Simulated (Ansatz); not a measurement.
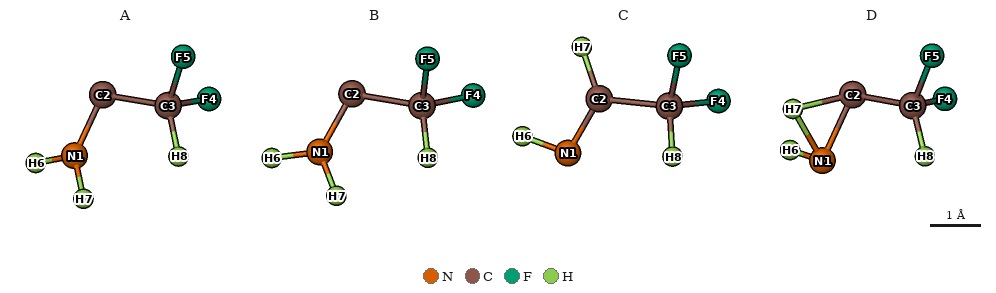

4 geometries from a converged minimum-energy path of C2H3F2N, shuffled. A ball-and-stick model, seen at a tilt.

Level of theory: RKS PBE/STO-3G in Ansatz. Run with 7 movable images; climbing image; force threshold 0.05 eV/Å; iteration limit 60; starting path through a guess of the saddle point.

Which of them lies highest in energy?

Answer. D. In order along the path, whose images run from 0 to 8: C (image 1, +2.9 kJ/mol), D (image 4, +420.2 kJ/mol), A (image 7, +197.0 kJ/mol), B (image 8, +186.9 kJ/mol). A hydrogen atom shifts from one atom to another. Breaking: C2–H7 (1.12 → 1.31 at the top → 2.19 Å). Forming: N1–H7 (2.19 → 1.35 at the top → 1.08 Å).

Limits of the set-up: STO-3G is a minimal basis, so the numbers are rough.

The run took 4.5 min on 1 thread of Intel(R) Xeon(R) Processor @ 2.70GHz, with other jobs on the host, peak memory 0.099 GiB.
